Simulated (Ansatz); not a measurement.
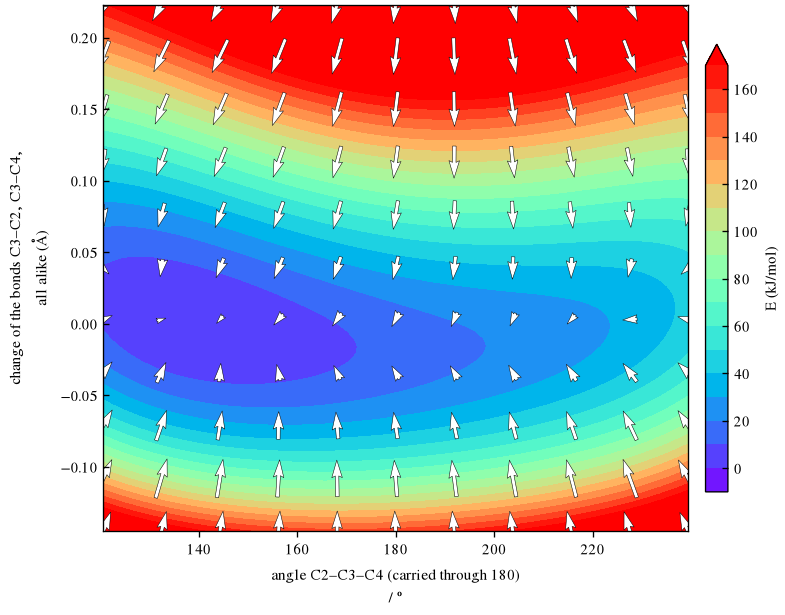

Energy landscape of C₃H₃NO, SMILES NC=C=C=O. 
- The first coordinate is: angle C2–C3–C4 (carried through 180); the second: change of the bonds C3–C2, C3–C4, all alike.
- Nothing is relaxed (all other coordinates rigid).
- The scan uses an 11 × 11 grid.
- Points are written as (first, second).
- All energies are given in kJ/mol relative to the relaxed molecule at the same level.
- All numbers below come from RKS PBE0-D4/def2-TZVP in Ansatz 0.2.0.

The picture shows filled contours, arrows along the force (downhill), their lengths compressed, one colour for all values above the top of the scale. Between grid points the surface is interpolated. 

Describe this landscape.

The lowest grid point is at (132.4°, 0.003 Å), 0.7 kJ/mol from the relaxed molecule at the same level. No other kind of well shows on this grid. The highest grid point, (191.9°, 0.223 Å), lies 278 kJ/mol above the lowest.

The input of one point:

```yaml
crystal:
  periodic: [false, false, false]
  atoms:
    - { symbol: "N", position_ang: [0.373282, -0.292341, 1.451349] }
    - { symbol: C, position_ang: [0.141172, -0.445994, 0.14241] }
    - { symbol: C, position_ang: [-0.250475, 0.549022, -0.676587] }
    - { symbol: C, position_ang: [-0.515124, 0.583322, -1.935942] }
    - { symbol: O, position_ang: [-0.786661, 0.77588, -3.054018] }
    - { symbol: H, position_ang: [0.254582, 0.613632, 1.872587] }
    - { symbol: H, position_ang: [0.66395, -1.061664, 2.025544] }
    - { symbol: H, position_ang: [0.301101, -1.46871, -0.204905] }
basis:
  gaussian: { orbitals: def2-TZVP }
hamiltonian:
  xc: pbe0
  dispersion: d4
output:
  forces: true
```

Each point was launched as `ansatz run input.yaml --threads 1 --pin off --max-ram 2560MiB --backend cpu --events-out ev --progress --plain --runs-dir out`. The whole map (121 points run) took 13 min on 1 thread of Arm Neoverse V1 (shared host).
